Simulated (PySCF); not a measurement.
# C5H12GeO2 (SMILES C[O][GeH]([O]C)[CH]1CC1): what the fields show

Input file:

```
{"job": {"kind": "uv", "xc": "B3LYP", "basis": "def2-SVPD", "ip": true}, "charge": 0, "multiplicity": 1}
C     -1.888093     2.330533    -0.235526
O     -1.171073     1.256121     0.295686
Ge    -0.069899     0.244348    -0.670066
O     -0.516445    -1.434536    -0.304161
C     -1.852488    -1.849814    -0.363879
C      1.747014     0.345140    -0.072360
C      2.138005    -0.397595     1.180700
C      2.612486    -0.890711    -0.144774
H     -1.347757     3.287826    -0.110652
H     -2.851776     2.421488     0.293158
H     -2.111241     2.213814    -1.314388
H     -0.358185     0.582020    -2.152531
H     -2.244553    -1.855483    -1.399815
H     -1.917687    -2.879397     0.022469
H     -2.514489    -1.210281     0.247083
H      2.247001     1.302735    -0.249858
H      1.365343    -0.980745     1.688899
H      2.856052     0.087230     1.847519
H      3.664123    -0.751081    -0.409350
H      2.161875    -1.809591    -0.530065
```

Run with:

```sh
OMP_NUM_THREADS=1 python probes_run.py task.json out
```

Geometry: PBE0-D3(BJ)/def2-SVP.

Method: PySCF, B3LYP/def2-SVPD, SCF density, gas phase.

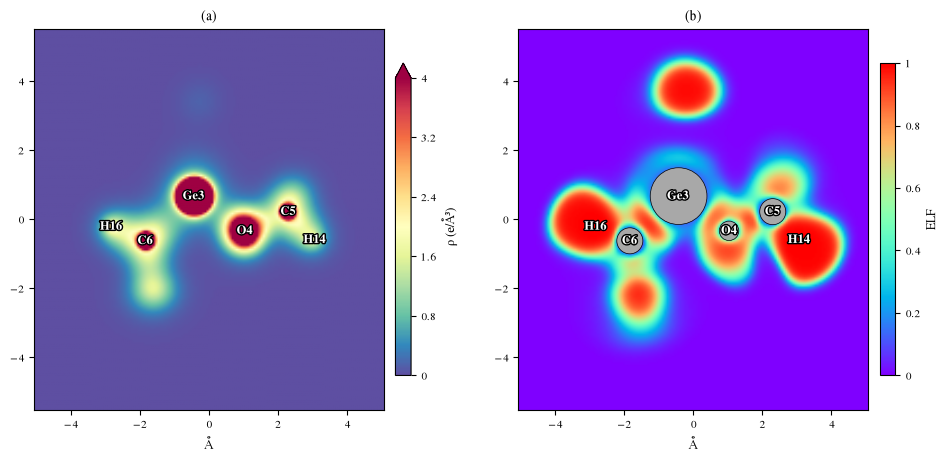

Figure 1. (a) total electron density; (b) ELF on the plane of atoms Ge3, C6 and H16. Grey discs cover the atomic cores in the ELF map.

What do the fields say about this system?

Atoms in the plane: Ge, O, C and H.
C–O (1.40 Å): ρ is about 2.1 e/Å³ halfway, with its minimum of 1.7 e/Å³ about 0.5 Å from C; the ELF peaks at about 0.90 between the atoms (a polar covalent bond).
Ge–O (1.78 Å): ρ is about 0.96 e/Å³ halfway; the ELF peaks at about 0.85 in the valence shell of O, 0.6 Å from its nucleus, and is about 0.30 at the midpoint.
C–Ge (1.92 Å): the density is about 0.96 e/Å³ at the midpoint; the ELF peaks at about 0.95 in the valence shell of C, 0.7 Å from its nucleus, and is about 0.70 at the midpoint.
C–H (1.10 Å): the density is about 2 e/Å³ at the midpoint; the ELF climbs to about 1 towards the hydrogen, as it does in any bond to H: an ordinary covalent bond to hydrogen.
The ELF also peaks beside O4, away from the bonds: lone-pair regions.

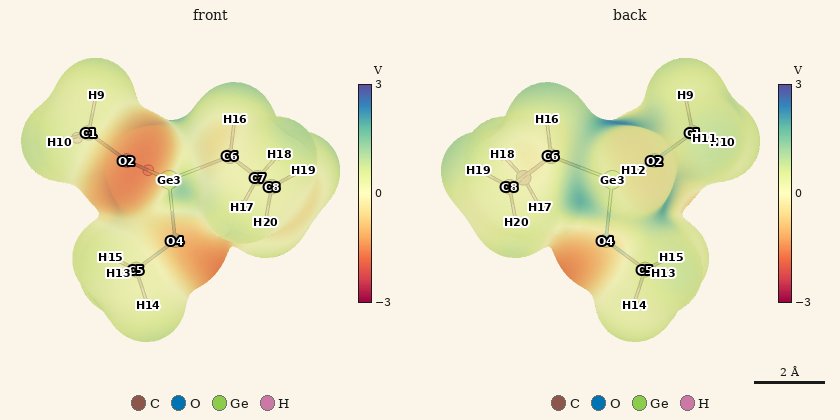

Figure 2. The electrostatic potential painted on the density surface at 0.004 e/bohr³, seen from the front and from behind; red is negative and blue positive.

Which sites attract a positive test charge, and which a negative one?

A positive charge is drawn to the negative regions and a negative charge to the positive ones. The most negative region (about −1.7 V) lies over O2, the most positive (about +2.2 V) over Ge3. O2 is the likeliest acceptor of a hydrogen bond.
